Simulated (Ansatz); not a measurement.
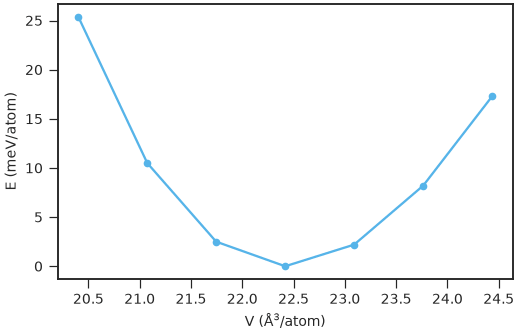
Fig. 1. RbZn$_{4}$As$_{3}$ in space group P4/mmm (No. 123; Rb on 1b, Zn on 4i, As on 2h, As on 1a) under volume change, DFT-r²SCAN in the program Ansatz with PAW potentials, shape and atoms relaxed at each volume.

**Question.** What does a third-order Birch–Murnaghan fit give for V₀, B₀ and B′?

**Answer.** V₀ = 22.42 Å³/atom, B₀ = 36.7 GPa, B′ = 5.3.

The workflow started from an entry of the Crystallography Open Database (COD, 200 K). Whether it is the stable phase at ambient conditions was not checked. The r²SCAN relaxation kept the symmetry of its start; its stability against distortions is not shown here.

Potentials: the later of the program's two PAW sets.
